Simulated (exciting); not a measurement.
```xyz
2
Lattice="3.8405 0.0000 0.0000 0.0000 3.8405 0.0000 0.0000 0.0000 3.8405" Properties=species:S:1:pos:R:3 pbc="T T T"
Os    1.9202    1.9202    1.9202
I     0.0000    0.0000    0.0000
```

Space group Pm-3m; a generated structure, not necessarily the stable one.

These are results of exciting sodium, Kohn-Sham DFT of a periodic cell, PBE, all-electron LAPW+lo, shipped species files, not measurements.

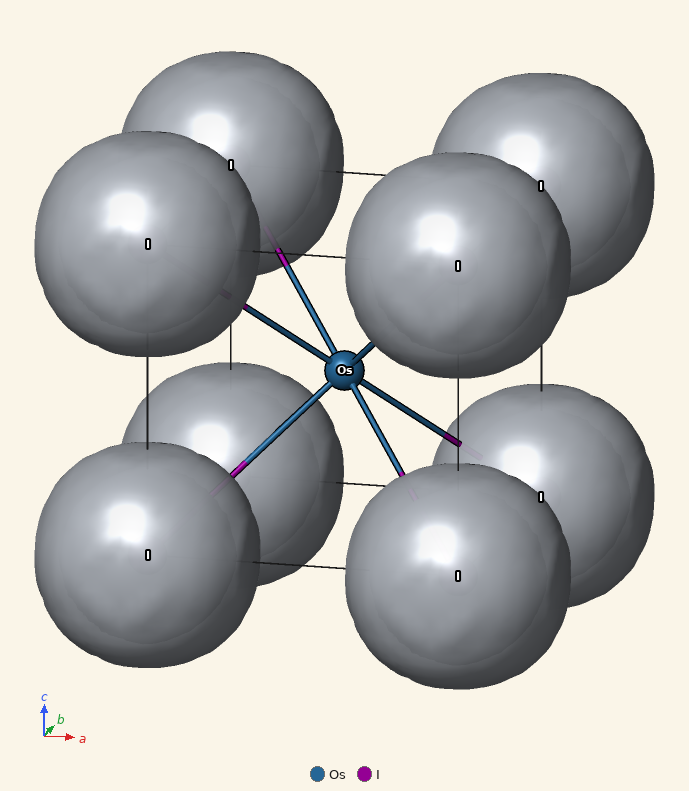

OsI. Isosurface of the ELF at 0.55 (grey), seen slightly off an axis. Core shells and regions of very low density are left out. Sticks mark near contacts.

Question: Describe the localisation domains.

Answer: At this value the surface marks out one region wrapped around I (its valence shell), counted in one cell of 2 atoms. Regions shared between cells count once. Along the contacts the grid gives the following. Os–I (3.33 Å): the ELF peaks at about 0.70 in the valence shell of I, 1.2 Å from its nucleus, and drops to about 0.25 between the two atoms.
